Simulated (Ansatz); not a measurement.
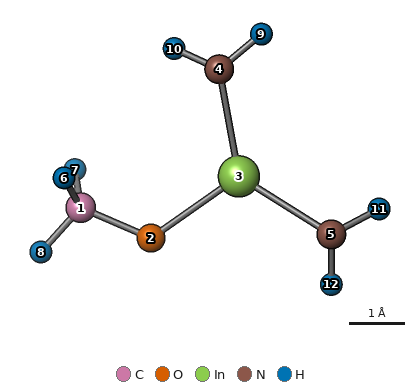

**Figure 1.** The input geometry (ball-and-stick view, seen on its broad side; atoms are numbered from 1 in the order of the input). Sticks mark near contacts.

# CH7InN2O: molecular dynamics (part 1 of 2)

- system: CH7InN2O, SMILES C[O][In]([NH2])[NH2]
- method: RKS BLYP/def2-SVP (Ansatz 0.2.0)

The geometry comes from this level: PBE0-D4/def2-TZVP. Figures and captions count atoms from 1; the log counts them from 0 in places.

Output:
```
Functional definition: BLYP
  name "BLYP"
  cite "Becke, Phys. Rev. A 38, 3098 (1988) doi:10.1103/PhysRevA.38.3098"
  cite "Lee, Yang & Parr, Phys. Rev. B 37, 785 (1988) doi:10.1103/PhysRevB.37.785"
  parameter beta = 0.0042
  parameter a = 0.04918
  parameter b = 0.132
  parameter c = 0.2533
  parameter d = 0.349
  exchange = b88_x(beta = beta)
  correlation = lyp_c(a = a, b = b, c = c, d = d)
1367 factors; their error is unknown
mean field evaluation 1: about -11316.7414 eV, gradient 1.1e2 eV
mean field evaluation 2: about -11196.0110 eV, gradient 2.2e2 eV
mean field evaluation 4: about -11340.6999 eV, gradient 3.9e1 eV
mean field evaluation 8: about -11343.6912 eV, gradient 6.9e-1 eV
mean field evaluation 16: about -11343.6467 eV, gradient 1.2e-4 eV
mean field -11343.64666900 eV, -416.8713260860 hartree, gradient 6.6e-5 eV, S^2 0.000000; 0 other end points of the search recorded, 0 dependent functions left out
the calculation of the forces begins
reference -11343.64704394 eV, -416.8713398647 hartree; 28, 28 occupied and 89, 89 virtual orbitals, 1367 factors
md step     0: t =     0.00 fs  T =  1000.0 K  F+E_penalty+E_count = -11343.64666900 eV  E_kin = 1.292600 eV  conserved = -11342.35406902 eV  (30 SCF iters)
these checks for a lower state are left out or cut short: starts, cluster_reference, orbital_swaps, neighbouring_geometries, increment
1367 factors; their error is unknown
mean field -11343.56616713 eV, -416.8683676966 hartree, gradient 1.2e-5 eV, S^2 0.000000; 0 other end points of the search recorded, 0 dependent functions left out
the calculation of the forces begins
reference -11343.56654259 eV, -416.8683814947 hartree; 28, 28 occupied and 89, 89 virtual orbitals, 1367 factors
md step     1: t =     1.00 fs  T =   940.3 K  F+E_penalty+E_count = -11343.56616713 eV  E_kin = 1.215379 eV  conserved = -11342.35078836 eV  (32 SCF iters)
[... from here on the SCF iterations and repeated set-up lines of each step are left out, up to the last step ...]
md step     2: t =     2.00 fs  T =   795.4 K  F+E_penalty+E_count = -11343.37079135 eV  E_kin = 1.028126 eV  conserved = -11342.34266500 eV  (32 SCF iters)
md step     3: t =     3.00 fs  T =   652.0 K  F+E_penalty+E_count = -11343.18166306 eV  E_kin = 0.842767 eV  conserved = -11342.33889557 eV  (32 SCF iters)
md step     4: t =     4.00 fs  T =   561.1 K  F+E_penalty+E_count = -11343.06330391 eV  E_kin = 0.725290 eV  conserved = -11342.33801411 eV  (32 SCF iters)
md step     5: t =     5.00 fs  T =   532.4 K  F+E_penalty+E_count = -11343.02802620 eV  E_kin = 0.688224 eV  conserved = -11342.33980193 eV  (32 SCF iters)
md step     6: t =     6.00 fs  T =   542.0 K  F+E_penalty+E_count = -11343.04452528 eV  E_kin = 0.700592 eV  conserved = -11342.34393282 eV  (32 SCF iters)
md step     7: t =     7.00 fs  T =   552.2 K  F+E_penalty+E_count = -11343.05707818 eV  E_kin = 0.713819 eV  conserved = -11342.34325881 eV  (32 SCF iters)
md step     8: t =     8.00 fs  T =   579.7 K  F+E_penalty+E_count = -11343.08557609 eV  E_kin = 0.749368 eV  conserved = -11342.33620799 eV  (32 SCF iters)
md step     9: t =     9.00 fs  T =   678.0 K  F+E_penalty+E_count = -11343.21839848 eV  E_kin = 0.876401 eV  conserved = -11342.34199778 eV  (32 SCF iters)
md step    10: t =    10.00 fs  T =   785.7 K  F+E_penalty+E_count = -11343.37007867 eV  E_kin = 1.015631 eV  conserved = -11342.35444777 eV  (32 SCF iters)
md step    11: t =    11.00 fs  T =   787.4 K  F+E_penalty+E_count = -11343.36913275 eV  E_kin = 1.017853 eV  conserved = -11342.35127942 eV  (32 SCF iters)
md step    12: t =    12.00 fs  T =   699.3 K  F+E_penalty+E_count = -11343.24622879 eV  E_kin = 0.903964 eV  conserved = -11342.34226498 eV  (34 SCF iters)
md step    13: t =    13.00 fs  T =   615.1 K  F+E_penalty+E_count = -11343.13287979 eV  E_kin = 0.795047 eV  conserved = -11342.33783236 eV  (31 SCF iters)
md step    14: t =    14.00 fs  T =   589.9 K  F+E_penalty+E_count = -11343.10132896 eV  E_kin = 0.762445 eV  conserved = -11342.33888364 eV  (32 SCF iters)
md step    15: t =    15.00 fs  T =   611.1 K  F+E_penalty+E_count = -11343.13470070 eV  E_kin = 0.789953 eV  conserved = -11342.34474809 eV  (32 SCF iters)
md step    16: t =    16.00 fs  T =   616.3 K  F+E_penalty+E_count = -11343.14600842 eV  E_kin = 0.796595 eV  conserved = -11342.34941360 eV  (33 SCF iters)
md step    17: t =    17.00 fs  T =   573.6 K  F+E_penalty+E_count = -11343.08242189 eV  E_kin = 0.741380 eV  conserved = -11342.34104207 eV  (32 SCF iters)
md step    18: t =    18.00 fs  T =   573.4 K  F+E_penalty+E_count = -11343.07255602 eV  E_kin = 0.741130 eV  conserved = -11342.33142611 eV  (32 SCF iters)
md step    19: t =    19.00 fs  T =   686.9 K  F+E_penalty+E_count = -11343.23380793 eV  E_kin = 0.887924 eV  conserved = -11342.34588352 eV  (33 SCF iters)
md step    20: t =    20.00 fs  T =   792.6 K  F+E_penalty+E_count = -11343.37916227 eV  E_kin = 1.024567 eV  conserved = -11342.35459480 eV  (34 SCF iters)
md step    21: t =    21.00 fs  T =   794.1 K  F+E_penalty+E_count = -11343.37396553 eV  E_kin = 1.026405 eV  conserved = -11342.34756042 eV  (32 SCF iters)
md step    22: t =    22.00 fs  T =   744.4 K  F+E_penalty+E_count = -11343.30402790 eV  E_kin = 0.962205 eV  conserved = -11342.34182245 eV  (32 SCF iters)
md step    23: t =    23.00 fs  T =   712.2 K  F+E_penalty+E_count = -11343.26084519 eV  E_kin = 0.920533 eV  conserved = -11342.34031224 eV  (33 SCF iters)
md step    24: t =    24.00 fs  T =   716.8 K  F+E_penalty+E_count = -11343.26920365 eV  E_kin = 0.926510 eV  conserved = -11342.34269380 eV  (33 SCF iters)
md step    25: t =    25.00 fs  T =   724.1 K  F+E_penalty+E_count = -11343.28583220 eV  E_kin = 0.935945 eV  conserved = -11342.34988752 eV  (34 SCF iters)
md step    26: t =    26.00 fs  T =   661.0 K  F+E_penalty+E_count = -11343.20647875 eV  E_kin = 0.854376 eV  conserved = -11342.35210279 eV  (34 SCF iters)
md step    27: t =    27.00 fs  T =   527.2 K  F+E_penalty+E_count = -11343.01891062 eV  E_kin = 0.681473 eV  conserved = -11342.33743734 eV  (34 SCF iters)
md step    28: t =    28.00 fs  T =   459.0 K  F+E_penalty+E_count = -11342.92579443 eV  E_kin = 0.593348 eV  conserved = -11342.33244611 eV  (34 SCF iters)
md step    29: t =    29.00 fs  T =   498.1 K  F+E_penalty+E_count = -11342.99115260 eV  E_kin = 0.643823 eV  conserved = -11342.34732950 eV  (33 SCF iters)
these checks for a lower state are left out or cut short: starts, cluster_reference, orbital_swaps, neighbouring_geometries, increment
1367 factors; their error is unknown
mean field -11343.02110376 eV, -416.8483369873 hartree, gradient 2.0e-5 eV, S^2 0.000000; 0 other end points of the search recorded, 0 dependent functions left out
the calculation of the forces begins
reference -11343.02148840 eV, -416.8483511226 hartree; 28, 28 occupied and 89, 89 virtual orbitals, 1367 factors
1367 factors; their error is unknown
mean field evaluation 256: about -11332.7193 eV, gradient 6.7e1 eV
mean field -11343.02110376 eV, -416.8483369873 hartree, gradient 2.1e-5 eV, S^2 0.000000; 1 other end points of the search recorded, 0 dependent functions left out
the calculation of the forces begins
reference -11343.02148840 eV, -416.8483511226 hartree; 28, 28 occupied and 89, 89 virtual orbitals, 1367 factors
md step    30: t =    30.00 fs  T =   520.0 K  F+E_penalty+E_count = -11343.02110376 eV  E_kin = 0.672205 eV  conserved = -11342.34889828 eV  (31 SCF iters)
```

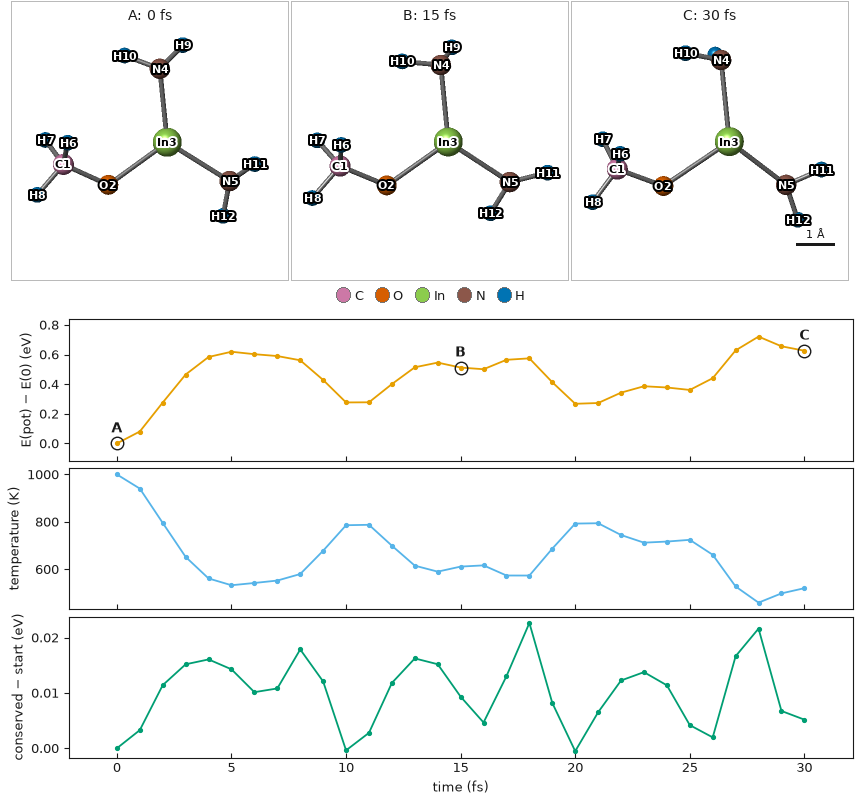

**Figure 2.** Frames of the molecular dynamics (ball-and-stick, seen at a tilt) above the curves, on which the letters mark them. The trajectory kept here has 31 frames over 30 fs. The temperature starts at 1000 K, ranges from 459 to 1000 K and averages 638 K over the second half. The potential energy ends 0.626 eV above its first value. The conserved quantity stays within 0.023 eV. After an unweighted best fit of the last frame on the first, the root-mean-square displacement is 0.39 Å, and H9 has moved furthest (0.78 Å).

```
Total energy: -11343.02148840 eV, -416.8483511226 hartree
Atom 0 at    -2.054207     0.756809     0.972601 Å, force     1.152090     0.134245     0.498632 eV/Å
Atom 1 at    -1.504818    -0.251296     0.171213 Å, force     0.979223    -0.926079    -0.542824 eV/Å
Atom 2 at     0.572588    -0.499905    -0.332597 Å, force    -1.287476     0.181485     0.058856 eV/Å
Atom 3 at     1.939034     1.149018     0.159359 Å, force     0.114042    -1.202308    -0.603236 eV/Å
Atom 4 at     0.820548    -2.094472    -1.655603 Å, force     1.707057    -0.461992    -0.163436 eV/Å
Atom 5 at    -1.666999     0.700016     2.061512 Å, force    -0.134208     0.524006    -0.849763 eV/Å
Atom 6 at    -1.809525     1.770767     0.480835 Å, force    -0.773679    -0.465489     0.990455 eV/Å
Atom 7 at    -3.138297     0.535323     1.109849 Å, force    -0.160512     0.474418    -0.384259 eV/Å
Atom 8 at     1.886643     1.623928    -0.747277 Å, force     0.437222     0.126456    -0.822254 eV/Å
Atom 9 at     1.397584     1.828902     0.677543 Å, force    -0.763169     0.364899     1.071858 eV/Å
Atom 10 at     1.792112    -2.479156    -1.631377 Å, force    -0.217510     0.660476     0.216246 eV/Å
Atom 11 at     0.380474    -2.866996    -2.180185 Å, force    -1.053079     0.589884     0.529724 eV/Å
Dipole moment:     0.259547     0.033819    -0.105936 e Å
```

Trajectory as extended XYZ (Å, eV, eV/Å), 31 frames, from step=0 to step=30:
```
12
Properties=species:S:1:pos:R:3:forces:R:3 step=0 time_fs=0.0 energy=-11343.64667 temperature=1000.0
C    -1.8236    0.7182    1.0018    0.0560  -0.1286  -0.0850
O    -1.3699   -0.3379    0.2043   -0.7205  -0.4821  -0.0586
In    0.5225   -0.4533   -0.4012    0.2390   0.1011  -0.3375
N     1.7684    0.9632    0.3194    0.2896  -0.1429   0.5895
N     0.9720   -2.1707   -1.3490    0.2202  -0.5016   0.4030
H    -1.2710    0.8120    1.9484    0.2279   0.1325   0.5521
H    -1.7720    1.6928    0.4925   -0.0232   0.5852  -0.1971
H    -2.8758    0.5445    1.2565   -0.5862  -0.0322   0.1776
H     2.6138    1.1378   -0.2050    0.6068   0.1328  -0.3723
H     1.3315    1.8494    0.5319   -0.2905   0.6328   0.1313
H     1.7262   -2.1318   -2.0197    0.5272   0.0224  -0.4878
H     0.1780   -2.6241   -1.7801   -0.5465  -0.3194  -0.3151
12
Properties=species:S:1:pos:R:3:forces:R:3 step=1 time_fs=1.0 energy=-11343.56617 temperature=940.3
C    -1.8322    0.7248    1.0065   -0.2646  -0.7908  -0.4675
O    -1.3700   -0.3350    0.1990   -0.7542  -0.4754   0.1581
In    0.5238   -0.4550   -0.3984    0.2328   0.2197  -0.4031
N     1.7687    0.9634    0.3118    0.9468  -0.5467   0.3148
N     0.9716   -2.1602   -1.3514    0.1637  -1.5942  -1.5651
H    -1.3004    0.8105    1.9525    0.4738   0.1900   0.8138
H    -1.7536    1.6682    0.4666   -0.1732   0.9598  -0.1433
H    -2.8903    0.5252    1.2607   -0.3014   0.1612   0.0093
H     2.5972    1.1883   -0.2292    0.4957  -0.0977  -0.3423
H     1.3433    1.8357    0.5266   -0.8114   1.2977   0.4253
H     1.7271   -2.2108   -2.0748   -0.3299   0.3409   0.6875
H     0.1621   -2.6196   -1.8292    0.3218   0.3355   0.5125
12
Properties=species:S:1:pos:R:3:forces:R:3 step=2 time_fs=2.0 energy=-11343.37079 temperature=795.4
C    -1.8409    0.7308    1.0108   -0.4714  -1.1473  -0.7126
O    -1.3705   -0.3324    0.1937   -0.7989  -0.4518   0.3752
In    0.5251   -0.4566   -0.3956    0.2146   0.3273  -0.4566
N     1.7696    0.9631    0.3043    1.5065  -0.2421   0.0425
N     0.9712   -2.1509   -1.3548    0.1890  -2.5564  -3.1122
H    -1.3252    0.8108    1.9644    0.5536   0.2215   0.7991
H    -1.7370    1.6527    0.4393   -0.3207   1.0376   0.0523
H    -2.9076    0.5076    1.2649    0.0419   0.3564  -0.1617
H     2.5853    1.2378   -0.2568    0.1308  -0.3832  -0.1361
H     1.3474    1.8344    0.5253   -0.9760   1.3073   0.5429
H     1.7248   -2.2865   -2.1233   -0.8991   0.7676   1.6318
H     0.1492   -2.6119   -1.8735    0.8296   0.7631   1.1356
12
Properties=species:S:1:pos:R:3:forces:R:3 step=3 time_fs=3.0 energy=-11343.18166 temperature=652.0
C    -1.8501    0.7359    1.0145   -0.4390  -1.1874  -0.8181
O    -1.3715   -0.3301    0.1887   -0.8507  -0.4057   0.5808
In    0.5265   -0.4582   -0.3929    0.1978   0.3897  -0.5049
N     1.7716    0.9626    0.2969    1.7080   0.7582  -0.0631
N     0.9711   -2.1433   -1.3604    0.1920  -3.1743  -3.9483
H    -1.3446    0.8132    1.9839    0.4618   0.2236   0.4839
H    -1.7234    1.6471    0.4126   -0.4686   0.8429   0.3845
H    -2.9246    0.4933    1.2676    0.3270   0.5160  -0.2983
H     2.5747    1.2836   -0.2856   -0.2688  -0.6645   0.1200
H     1.3421    1.8457    0.5292   -0.7448   0.6141   0.4412
H     1.7140   -2.3549   -2.1561   -1.0449   1.1589   2.1489
H     0.1443   -2.5968   -1.9069    0.9302   0.9283   1.4734
12
Properties=species:S:1:pos:R:3:forces:R:3 step=4 time_fs=4.0 energy=-11343.06330 temperature=561.1
C    -1.8596    0.7400    1.0176   -0.1913  -1.0300  -0.8261
O    -1.3730   -0.3280    0.1840   -0.9013  -0.3374   0.7635
In    0.5278   -0.4598   -0.3902    0.1977   0.3899  -0.5487
N     1.7747    0.9627    0.2894    1.5879   1.9210   0.0021
N     0.9710   -2.1379   -1.3687    0.1839  -3.3510  -4.0640
H    -1.3597    0.8178    2.0080    0.2719   0.2002  -0.0068
H    -1.7142    1.6496    0.3895   -0.6026   0.5158   0.7600
H    -2.9384    0.4839    1.2674    0.4860   0.6147  -0.3807
H     2.5616    1.3231   -0.3133   -0.5344  -0.8721   0.3095
H     1.3297    1.8628    0.5374   -0.3318  -0.3240   0.2242
H     1.6931   -2.4121   -2.1684   -0.8237   1.4126   2.2496
H     0.1482   -2.5729   -1.9262    0.6577   0.8603   1.5175
12
Properties=species:S:1:pos:R:3:forces:R:3 step=5 time_fs=5.0 energy=-11343.02803 temperature=532.4
C    -1.8692    0.7433    1.0200    0.1776  -0.8069  -0.7979
O    -1.3750   -0.3261    0.1798   -0.9410  -0.2526   0.9131
In    0.5292   -0.4613   -0.3875    0.2265   0.3304  -0.5831
N     1.7790    0.9641    0.2820    1.2794   2.7467   0.1721
N     0.9711   -2.1347   -1.3798    0.1827  -3.0266  -3.4413
H    -1.3722    0.8243    2.0321    0.0751   0.1575  -0.4974
H    -1.7109    1.6571    0.3737   -0.6983   0.1987   1.0676
H    -2.9476    0.4805    1.2636    0.4916   0.6408  -0.4036
H     2.5433    1.3543   -0.3381   -0.5925  -0.9583   0.3652
H     1.3141    1.8768    0.5477    0.0447  -1.0617   0.0173
H     1.6644   -2.4559   -2.1592   -0.2641   1.4479   1.9334
H     0.1585   -2.5407   -1.9309    0.0182   0.5842   1.2547
12
Properties=species:S:1:pos:R:3:forces:R:3 step=6 time_fs=6.0 energy=-11343.04452 temperature=542.0
C    -1.8787    0.7459    1.0217    0.5834  -0.5990  -0.7781
O    -1.3776   -0.3244    0.1761   -0.9614  -0.1594   1.0224
In    0.5306   -0.4628   -0.3849    0.2884   0.2306  -0.6011
N     1.7841    0.9674    0.2746    0.8653   3.0316   0.4054
N     0.9713   -2.1337   -1.3933    0.1165  -2.1642  -2.0356
H    -1.3839    0.8323    2.0514   -0.0690   0.1010  -0.8608
H    -1.7142    1.6664    0.3681   -0.7361  -0.0239   1.2351
H    -2.9521    0.4832    1.2559    0.3430   0.5933  -0.3703
H     2.5193    1.3762   -0.3593   -0.4355  -0.8998   0.2575
H     1.2990    1.8807    0.5581    0.2854  -1.4214  -0.1118
H     1.6331   -2.4858   -2.1314    0.6614   1.1621   1.1370
H     0.1689   -2.5030   -1.9237   -0.9413   0.1490   0.7004
12
Properties=species:S:1:pos:R:3:forces:R:3 step=7 time_fs=7.0 energy=-11343.05708 temperature=552.2
C    -1.8878    0.7481    1.0228    0.9614  -0.4489  -0.7818
O    -1.3808   -0.3228    0.1730   -0.9587  -0.0633   1.0888
In    0.5321   -0.4643   -0.3824    0.3768   0.1233  -0.5956
N     1.7898    0.9728    0.2676    0.4133   2.7629   0.6762
N     0.9716   -2.1342   -1.4082   -0.2561  -0.8895  -0.0751
H    -1.3963    0.8412    2.0624   -0.1364   0.0349  -1.0377
H    -1.7246    1.6755    0.3744   -0.7069  -0.1168   1.2332
H    -2.9533    0.4915    1.2447    0.0671   0.4815  -0.2918
H     2.4912    1.3896   -0.3781   -0.1038  -0.6985  -0.0108
H     1.2865    1.8709    0.5675    0.3612  -1.3857  -0.1376
H     1.6082   -2.5045   -2.0928    1.8913   0.4950  -0.1021
H     0.1703   -2.4638   -1.9097   -1.9091  -0.2947   0.0343
12
Properties=species:S:1:pos:R:3:forces:R:3 step=8 time_fs=8.0 energy=-11343.08558 temperature=579.7
C    -1.8960    0.7499    1.0234    1.2361  -0.3928  -0.8070
O    -1.3846   -0.3212    0.1706   -0.9342   0.0350   1.1147
In    0.5335   -0.4658   -0.3798    0.4770   0.0427  -0.5630
N     1.7958    0.9801    0.2610    0.0495   2.0152   0.9174
N     0.9717   -2.1353   -1.4231   -1.0938   0.2697   1.5143
H    -1.4100    0.8505    2.0636   -0.1224  -0.0366  -1.0094
H    -1.7418    1.6835    0.3924   -0.6103  -0.0689   1.0605
H    -2.9539    0.5045    1.2307   -0.2675   0.3268  -0.1870
H     2.4620    1.3963   -0.3969    0.2971  -0.3996  -0.3768
H     1.2776    1.8479    0.5756    0.2577  -0.9769  -0.0482
H     1.6014   -2.5186   -2.0551    2.9170  -0.2951  -1.2481
H     0.1535   -2.4275   -1.8954   -2.2062  -0.5196  -0.3674
12
Properties=species:S:1:pos:R:3:forces:R:3 step=9 time_fs=9.0 energy=-11343.21840 temperature=678.0
C    -1.9033    0.7513    1.0232    1.3058  -0.4638  -0.8553
O    -1.3889   -0.3196    0.1689   -0.8924   0.1393   1.1061
In    0.5350   -0.4673   -0.3774    0.5721   0.0062  -0.5071
N     1.8018    0.9888    0.2550   -0.0369   0.9609   0.9848
N     0.9711   -2.1362   -1.4370   -1.8546   0.5751   1.6184
H    -1.4249    0.8595    2.0551   -0.0296  -0.1087  -0.7747
H    -1.7648    1.6909    0.4206   -0.4558   0.1126   0.7387
H    -2.9570    0.5206    1.2149   -0.5475   0.1622  -0.0805
H     2.4358    1.3991   -0.4194    0.5884  -0.1050  -0.6836
H     1.2711    1.8156    0.5832   -0.0240  -0.2564   0.1530
H     1.6225   -2.5354   -2.0294    2.7768  -0.5418  -1.3822
H     0.1155   -2.3961   -1.8847   -1.4025  -0.4805  -0.3177
12
Properties=species:S:1:pos:R:3:forces:R:3 step=10 time_fs=10.0 energy=-11343.37008 temperature=785.7
C    -1.9095    0.7524    1.0224    1.0839  -0.6541  -0.9466
O    -1.3938   -0.3179    0.1678   -0.8375   0.2527   1.0701
In    0.5366   -0.4688   -0.3750    0.6500   0.0019  -0.4427
N     1.8078    0.9981    0.2498    0.2518  -0.0864   0.7462
N     0.9692   -2.1367   -1.4498   -1.8999   0.0235   0.5142
H    -1.4401    0.8674    2.0391    0.1307  -0.1764  -0.3533
H    -1.7921    1.6993    0.4558   -0.2653   0.3805   0.3239
H    -2.9653    0.5383    1.1983   -0.6516   0.0192   0.0069
H     2.4151    1.4010   -0.4485    0.5988   0.0714  -0.7314
H     1.2643    1.7807    0.5923   -0.3987   0.5810   0.4049
H     1.6701   -2.5574   -2.0169    1.3157  -0.0302  -0.5200
H     0.0641   -2.3693   -1.8770    0.0220  -0.3832  -0.0722
12
Properties=species:S:1:pos:R:3:forces:R:3 step=11 time_fs=11.0 energy=-11343.36913 temperature=787.4
C    -1.9149    0.7530    1.0208    0.5812  -0.8669  -1.1041
O    -1.3992   -0.3160    0.1674   -0.7718   0.3729   1.0113
In    0.5382   -0.4703   -0.3726    0.7056   0.0031  -0.3871
N     1.8140    1.0074    0.2450    0.7031  -0.7260   0.2873
N     0.9659   -2.1372   -1.4622   -1.4798  -0.6345  -0.5493
H    -1.4540    0.8736    2.0198    0.3254  -0.2366   0.1837
H    -1.8220    1.7114    0.4942   -0.0702   0.6235  -0.0881
H    -2.9799    0.5561    1.1818   -0.5238  -0.0884   0.0690
H     2.4002    1.4035   -0.4845    0.3130   0.0990  -0.4435
H     1.2538    1.7515    0.6053   -0.6317   1.1649   0.5474
H     1.7304   -2.5798   -2.0094   -0.4427   0.6719   0.3979
H     0.0129   -2.3462   -1.8699    1.2918  -0.3830   0.0755
```
